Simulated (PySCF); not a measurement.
C$_{3}$H$_{9}$ClSi, SMILES `C[Si](C)(C)Cl`.

PySCF calculation, 6-31G* basis, gas phase; geometry: GFN2-xTB. No frequency check shows the geometry to be a minimum. GFN2-xTB bond lengths at metals and heavier atoms can be off by up to 0.1 Å and shapes distorted, which carries into these values.

Geometry (Å), atoms numbered from 1:

```
C1      -0.8978   -1.3515    1.2035
Si2     -0.3029    0.0004    0.0001
C3      -0.9032   -0.3640   -1.7697
C4      -0.8947    1.7196    0.5697
Cl5      1.7417   -0.0022   -0.0021
H6      -1.9818   -1.3957    1.2409
H7      -0.5395   -1.1700    2.2118
H8      -0.5504   -2.3307    0.9023
H9      -0.5400   -1.3293   -2.1197
H10     -1.9873   -0.3782   -1.8225
H11     -0.5480    0.3851   -2.4702
H12     -1.9786    1.7757    0.5904
H13     -0.5329    1.9488    1.5723
H14     -0.5359    2.5016   -0.0920
```

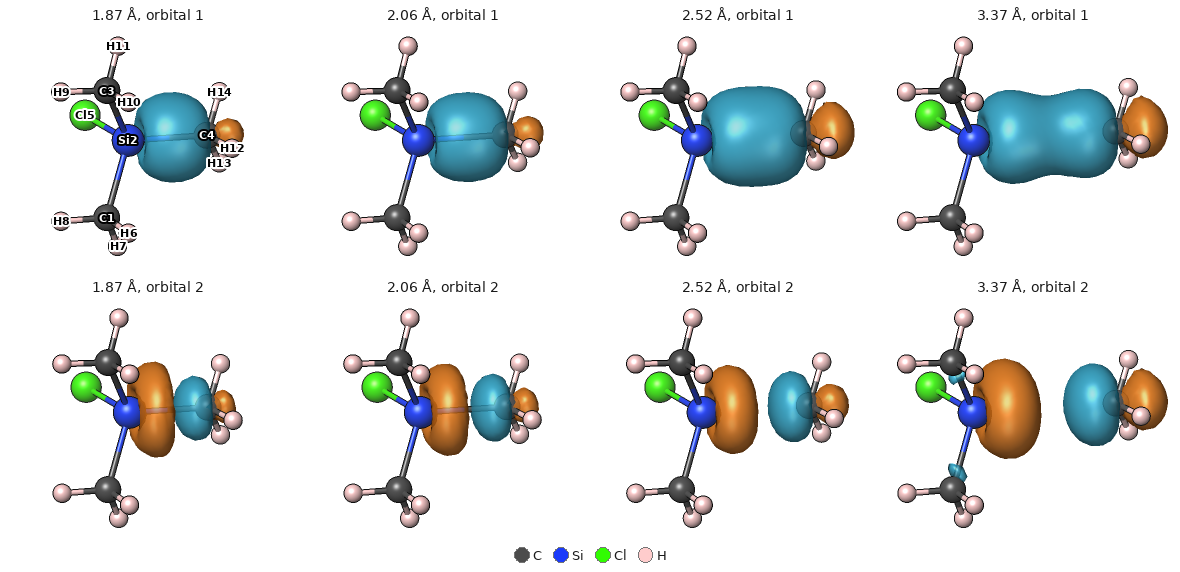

Rigid stretch of the Si2–C4 bond. The two CASSCF(2,2) natural orbitals nearest half filling (orbital 1 the more occupied).

How do the occupations change along the stretch?

Answer. 1.87 Å: 1.99 and 0.01; 2.06 Å: 1.98 and 0.02; 2.52 Å: 1.92 and 0.08; 3.37 Å: 1.62 and 0.38. At the longest distance computed (5.24 Å) they are 1.06 and 0.94, and the effective number of unpaired electrons is 2.0.

Where does the UHF solution part from RHF?

Answer. Between 2.52 Å (⟨S²⟩ = 0, the two coincide) and 2.90 Å (⟨S²⟩ = 0.58); at 5.24 Å ⟨S²⟩ is 1.01 and UHF lies 4.5 eV below RHF.

How much energy does the stretch cost?

Answer. By CASSCF, 3.9 eV from the lowest point of the scan (1.87 Å) to 5.24 Å; RHF gives 7.9 eV from its own lowest point. The fragments aren't relaxed and dynamic correlation is missing, so this isn't a bond dissociation energy.
